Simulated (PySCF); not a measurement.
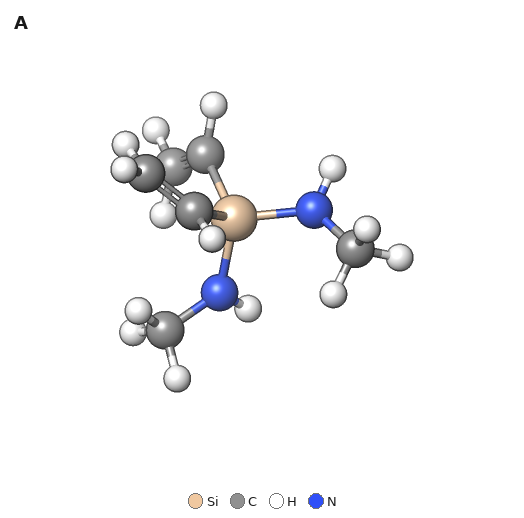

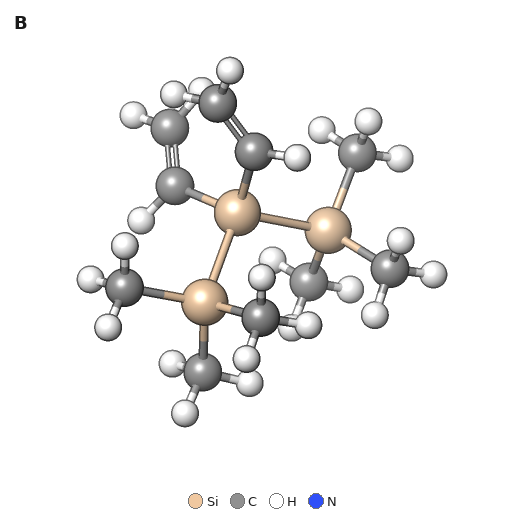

Two related species, optimised with PBE0-D3(BJ)/def2-SVP; properties computed with PySCF 2.14.0. Both: charge 0, singlet.

Question: What are A and B?

Answer: A is Si(vinyl)2(NHMe)2 (C=C[Si](C=C)(NC)NC), B is Si(vinyl)2(SiMe3)2 (C=C[Si](C=C)([Si](C)(C)C)[Si](C)(C)C).

Compare them. With ωB97X-D/pcSseg-1: dipole moment (D), HOMO–LUMO gap (eV), HOMO energy (Kohn–Sham orbital) (eV). With CAM-B3LYP/def2-SVPD: lowest vertical singlet excitation (eV), mean static polarisability (bohr³).

| quantity | A | B |
| --- | --- | --- |
| dipole moment (D) | 0.41 | 0.19 |
| HOMO–LUMO gap (eV) | 9.92 | 9.38 |
| HOMO energy (Kohn–Sham orbital) (eV) | −8.26 | −8.09 |
| lowest vertical singlet excitation (eV) | 5.66 | 5.30 |
| mean static polarisability (bohr³) | 113.7 | 205.2 |

Each is one conformer, and no frequency run is at hand to confirm it as a minimum.
